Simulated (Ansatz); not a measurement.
# Does disorder add resistance in series? Hf(0001) layers displaced at 300 K

Two lengths of the disordered region are known. What area resistance does the third give?

How it was computed: Ansatz 0.2.0, plane waves with PAW datasets at their recommended cutoffs (420 eV for most), Fermi-Dirac smearing; ballistic transmission by layer matching. The area resistance is RA = A (h/2e²)(1/T − 1/N), with T the zone-mean transmission per spin and N the lead's channels, both averaged over a few energies near the Fermi level; for magnets each spin is taken apart, with h/e², and the two conduct in parallel. Lateral cell 2x2, PBE, a fresh random draw for each length. Atoms are displaced independently, by 0.0627 Å r.m.s. per direction; each RA is scaled by the nominal over the drawn mean square displacement.

Results; the value marked ? is to be predicted:

| length (Å) | channels N | RA (fΩ m²) |
| --- | --- | --- |
| 5.06 | 2.708 | 0.202 |
| 15.2 | 2.708 | 0.537 |
| 25.3 | 2.708 | ? |

Worked fit:

Ohm's law makes RA linear in the length: the slope is (0.537 − 0.202)/(15.2 − 5.06) = 0.0332 fΩ m² per Å, or 33 µΩ cm. Then 0.537 + 0.0332 × 10.1. Predicted: 0.873 fΩ m².

**The withheld run.**

0.948 fΩ m², so the prediction is 7.9 % too low. The three lengths together give 37 µΩ cm. The two increments are 0.34 and 0.41 fΩ m², roughly as Ohm's law has it, though with one draw for each length that is a weak test.

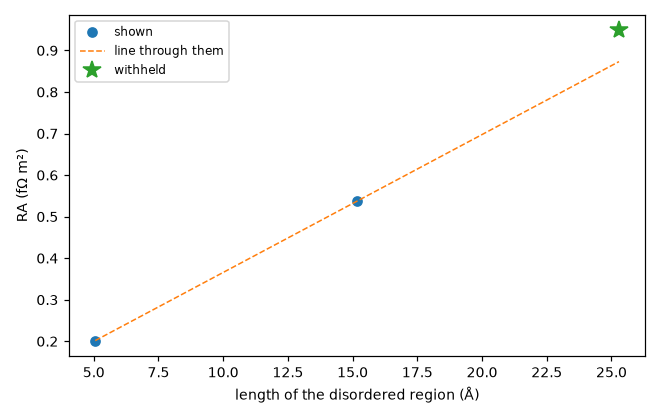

Area resistance against length.

Caveats: The scatterers repeat sideways with the small cell. The slope is a raw one; a model of isotropic scattering puts it 1.07 times the bulk value over these lengths. Spin-orbit coupling is left out, which matters for Hf.
